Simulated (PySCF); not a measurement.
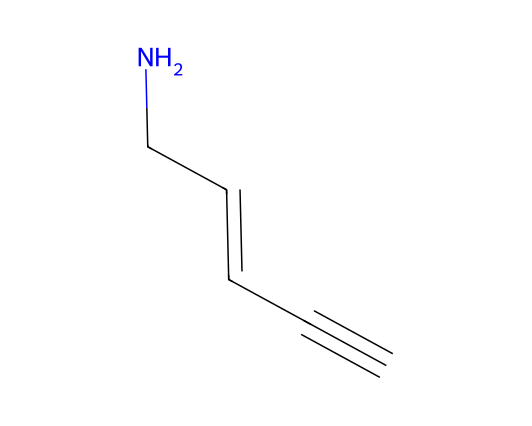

> Write the SMILES.

C#C/C=C/CN

> What is the molecular formula?

C5H7N.

> An optimisation with PBE0-D3(BJ)/def2-SVP gave a structure of which point group?

C1. Other conformers may differ.

The parts below concern this one geometry. Atoms keep their numbers from picture to picture. Computed geometry: PBE0-D3(BJ)/def2-SVP optimisation. No frequency run is at hand to confirm it as a minimum.

Polarisability

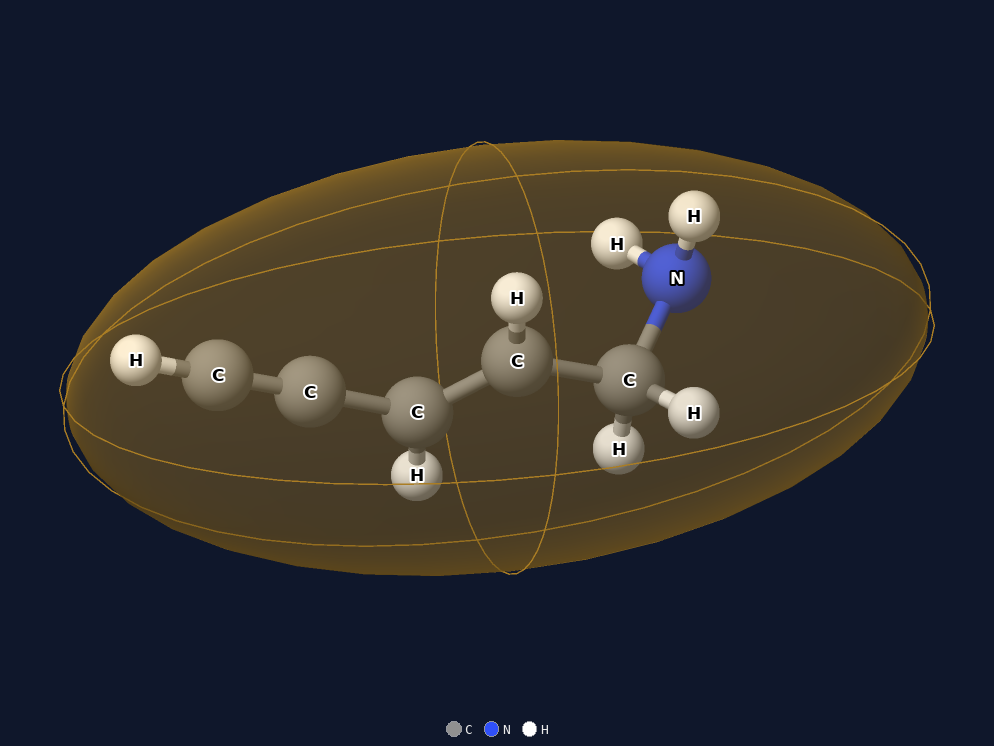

The ellipsoid shows the static dipole polarisability: its half-axes are proportional to the principal values. No frequency run is at hand to confirm it as a minimum. Method: PBE0/def2-SVPD (PySCF 2.14.0).

> Give the principal values, the mean and the anisotropy.

Principal values 51.1, 58.0, 116.5 bohr³; mean 75.2 bohr³ (11.14 Å³); anisotropy 62.2 bohr³, so the longest axis is 2.28 times the shortest.

NMR shielding

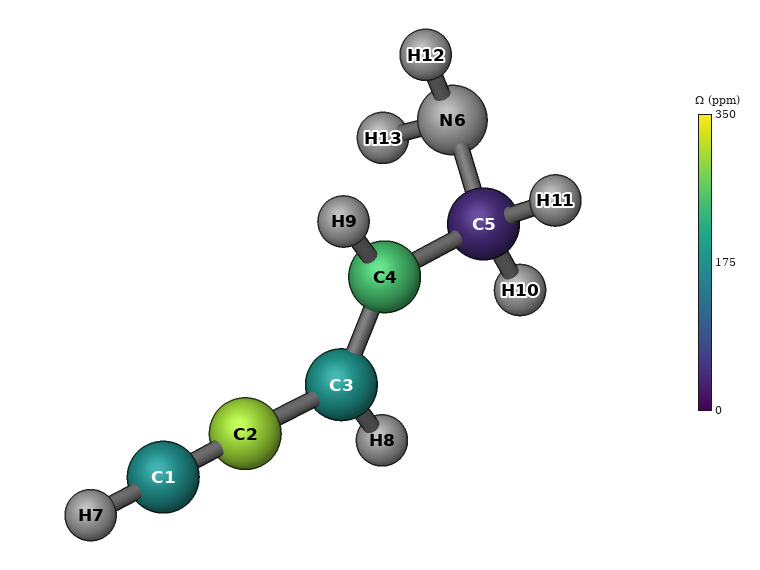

The C atoms are coloured by the span of their shielding tensor. No frequency run is at hand to confirm it as a minimum. Properties computed with GIAO PBE0/pcSseg-1 NMR shielding, non-relativistic, IEF-PCM acetonitrile (PySCF 2.14.0). Principal shieldings σ11 ≤ σ22 ≤ σ33, span Ω = σ33 − σ11, skew κ = 3(σiso − σ22)/Ω.

> Which C atom has the most anisotropic shielding?

C2, with a span of 300 ppm.

Give the shielding tensors of the C atoms.

```json
{"atom": "C1", "σ11": "36.2", "σ22": "46.7", "σ33": "209.9", "σiso": "97.6", "Ω": "173.7", "κ": "0.88"}
{"atom": "C2", "σ11": "−1.7", "σ22": "−0.9", "σ33": "298.4", "σiso": "98.6", "Ω": "300.1", "κ": "0.99"}
{"atom": "C3", "σ11": "−29.5", "σ22": "92.4", "σ33": "149.9", "σiso": "70.9", "Ω": "179.4", "κ": "−0.36"}
{"atom": "C4", "σ11": "−106.1", "σ22": "29.0", "σ33": "142.6", "σiso": "21.8", "Ω": "248.7", "κ": "−0.09"}
{"atom": "C5", "σ11": "113.2", "σ22": "138.9", "σ33": "155.8", "σiso": "136.0", "Ω": "42.5", "κ": "−0.21"}
```

Shieldings and span in ppm.

Excitation

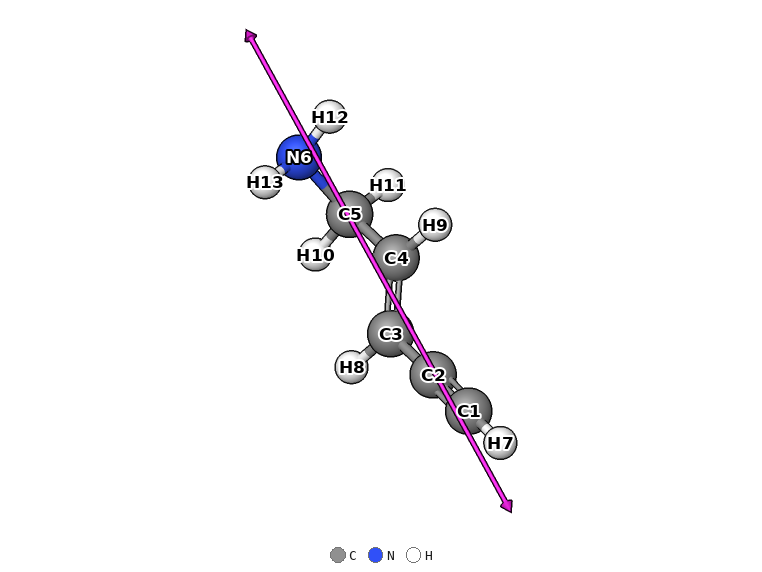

The double arrow shows the direction of the transition dipole to excited singlet state 1 (its length means nothing). No frequency run is at hand to confirm it as a minimum. Method: TDDFT PBE0/def2-SVPD, vertical, IEF-PCM methanol (non-equilibrium linear response), core orbitals frozen in the response (PySCF 2.14.0).

> How is the transition polarised?

Close to the long direction C1···N6.

> Where does the transition lie, and how strong is it?

5.06 eV (245 nm), oscillator strength 0.24, mainly HOMO → LUMO (weight 0.69); transition dipole 3.54 D.
